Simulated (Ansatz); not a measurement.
CH₄BS (charge +1)

The calculation's input:

```
crystal:
  periodic: [false, false, false]
  atoms:
    - {symbol: C, position_ang: [-0.760630, 0.484983, -0.365892]}
    - {symbol: B, position_ang: [0.333289, -0.150741, 0.398894]}
    - {symbol: S, position_ang: [1.562282, -0.838583, 1.347599]}
    - {symbol: H, position_ang: [-1.457955, -0.258620, -0.770027]}
    - {symbol: H, position_ang: [-0.372886, 1.114385, -1.176199]}
    - {symbol: H, position_ang: [-1.322798, 1.135455, 0.324619]}
    - {symbol: H, position_ang: [2.018698, -1.486881, 0.241005]}
basis:
  gaussian: {orbitals: def2-TZVPP}
total_charge: 1
hamiltonian: {xc: pbe0, dispersion: d4}
output: {orbitals: {seedname: orbitals}}
```

Run with:

```sh
ansatz run in.yaml --threads 2 --pin off --events-out ev --progress --plain --max-ram 4352MiB
```

Geometry: PBE0-D4/def2-TZVP.

Method: Ansatz 0.2.0, RKS PBE0-D4/def2-TZVPP.

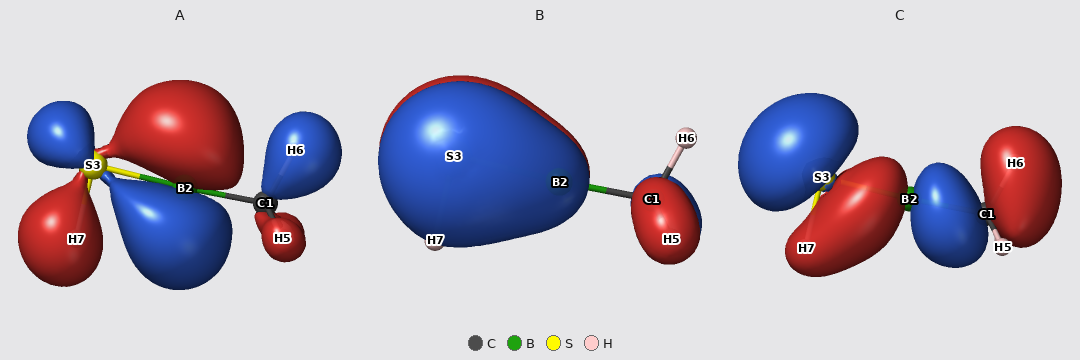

Figure 1. Three frontier orbitals at ±0.1 Å⁻³ᐟ² (blue and red are the two phases), in no order.

> Which picture is the HOMO−1, the HOMO and the LUMO?

C is the HOMO−1 (−16.98 eV). It lies mainly on S3 (about 50 %), C1 (about 20 %), B2 (about 15 %) and H6 (about 5 %). B is the HOMO (−14.96 eV). It lies mainly on S3 (about 75 %) and B2 (about 15 %); largely a lone pair of S3. A is the LUMO (−8.15 eV). By Hirshfeld shares it lies mainly on B2 (about 50 %), S3 (about 20 %), C1 (about 10 %) and H7 (about 10 %).

> What is the HOMO–LUMO gap?

6.81 eV between the orbital energies.

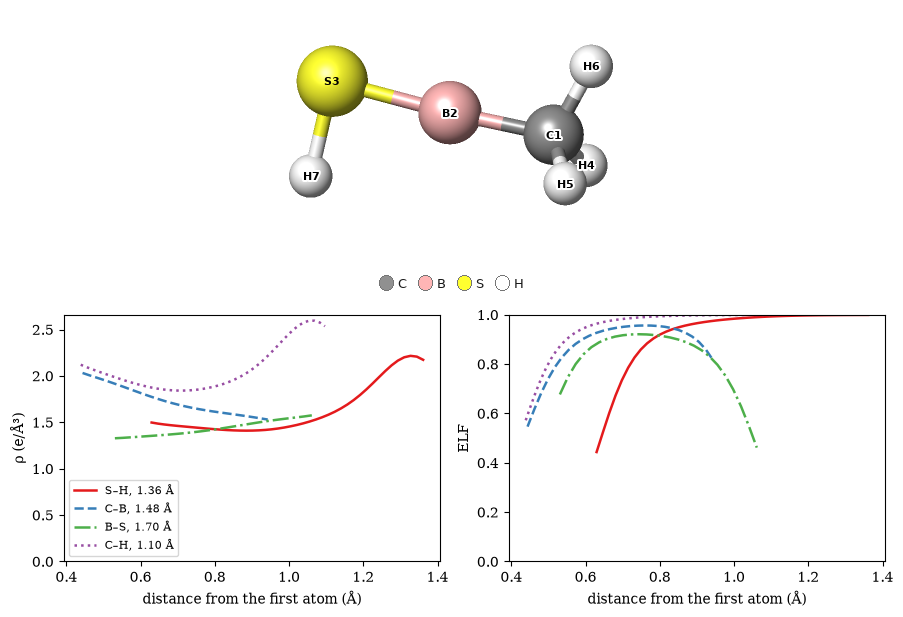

Figure 2. Total electron density and ELF along straight lines between neighbouring atoms. The curves leave out the atomic cores. The structure is drawn too.

> Compare the contacts.

S–H (1.36 Å): ρ at the midpoint is about 1.5 e/Å³; the ELF climbs to about 1 towards the hydrogen, as it does in any bond to H.
C–B (1.48 Å): ρ at the midpoint is about 1.7 e/Å³; the ELF peaks at about 0.95 between the atoms (localised, covalent bonding).
B–S (1.70 Å): ρ is about 1.5 e/Å³ halfway; the ELF peaks at about 0.90 between the atoms: localised, covalent bonding.
C–H (1.10 Å): the density is about 2 e/Å³ at the midpoint; the ELF climbs to about 1 towards the hydrogen (a covalent bond by its length).
